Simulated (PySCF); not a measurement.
C$_{6}$H$_{8}$, SMILES `C1=CCC=CC1`.

PySCF calculation, PBE0/6-31+G*, gas phase; geometry: GFN2-xTB. No frequency check shows the geometry to be a minimum.

Input script:

```python
import numpy as np
from pyscf import gto, scf, dft
from pyscf.scf import atom_ks, atom_hf
from scipy.linalg import block_diag

def solve(mol, dm0=None, hcore=None):
    mf = (dft.UKS if mol.spin else dft.RKS)(mol, xc='pbe0')
    mf.grids.level = 3
    mf = mf.density_fit(auxbasis='def2-universal-jkfit')
    mf.conv_tol, mf.max_cycle = 1e-8, 80
    if hcore is not None:
        mf.get_hcore = lambda *args: hcore
    mf.kernel(dm0)
    if not mf.converged:
        mf = mf.newton().run(mf.mo_coeff, mf.mo_occ, max_cycle=30)
    assert mf.converged, 'SCF not converged'
    return mf

mol = gto.M(atom='''
C     -0.65837     1.24548    -0.00091
C      0.66233     1.24338     0.00066
C      1.49144    -0.00189     0.00034
C      0.65837    -1.24548    -0.00091
C     -0.66233    -1.24338     0.00066
C     -1.49144     0.00189     0.00034
H     -1.20754     2.17787    -0.00212
H      1.21448     2.17401     0.00187
H      2.15138    -0.00456     0.87681
H      2.15138    -0.00229    -0.87706
H      1.20754    -2.17787    -0.00212
H     -1.21448    -2.17401     0.00187
H     -2.15138     0.00456     0.87681
H     -2.15138     0.00229    -0.87706
''', basis='6-31+g*', charge=0, spin=0, verbose=4)
mf = solve(mol)
out = dict(e0=mf.e_tot, dm0=mf.make_rdm1(), c=mf.mo_coeff, occ=mf.mo_occ, eps=mf.mo_energy)
for name, dq, spin in [('cation', 1, 1), ('anion', -1, 1)]:
    ion = mol.copy().set(charge=mol.charge + dq, spin=spin).build()
    mi = solve(ion)
    if spin and dq > 0 and mol.nao < 130:
        c, _, stable, _ = mi.stability(return_status=True)
        if not stable:
            mi = solve(ion, mi.make_rdm1(c, mi.mo_occ))
    print(name, 'vertical energy change / eV', (mi.e_tot - mf.e_tot) * 27.211386)
    out.update({'e_' + name: mi.e_tot, 'dm_' + name: mi.make_rdm1(), 's2_' + name: mi.spin_square()[0], 'eps_' + name: mi.mo_energy, 'occ_' + name: mi.mo_occ})
# spherically averaged free atoms, for the promolecule
atm = atom_ks.get_atm_nrks(mol, xc='pbe0')
pro = block_diag(*[(atm[a[0]][2] * atm[a[0]][3]) @ atm[a[0]][2].T for a in mol._atom])
np.savez('result.npz', pro=pro, **out)
```

Run with:

```sh
OMP_NUM_THREADS=1 python input.py
```

The run took 7 min on 1 thread of Arm Neoverse V1, with other jobs on the host, peak memory 0.74 GiB.

Partitions, critical points and surface values were worked out afterwards from this run's density.

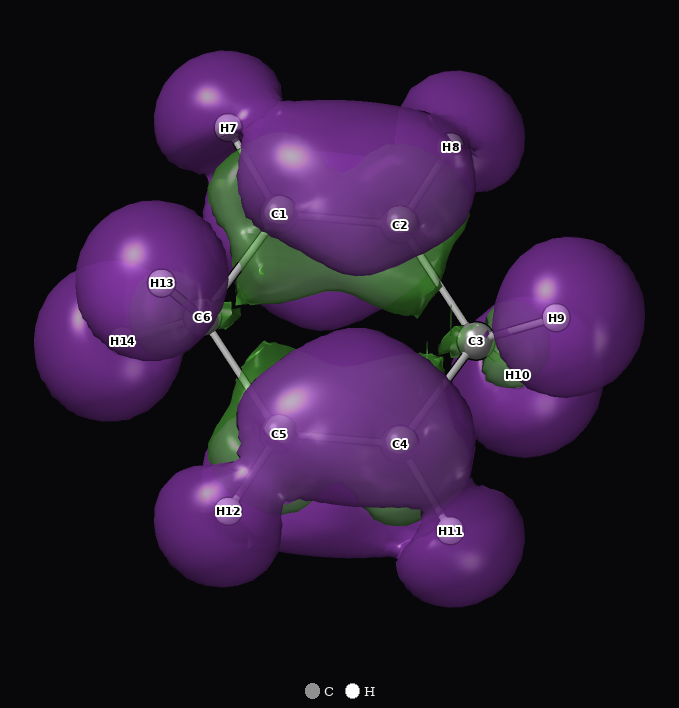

Fukui function f⁻ = ρ(N) − ρ(N−1) at fixed geometry, surfaces at ±0.01 e/Å³ (purple positive, green negative).

On which atoms does the density change most on removal of an electron?

f⁻ (Hirshfeld-condensed) is largest on C1, C2, C4 and C5 (0.11 each) and H9, H10, H13 and H14 (0.07 each); the vertical ionisation energy is 8.60 eV. Condensed values hint at sites of electrophilic attack but needn't mark the atom that reacts. Shares this close don't rank the sites. Orbital relaxation makes it negative in places (0.16 e in all).
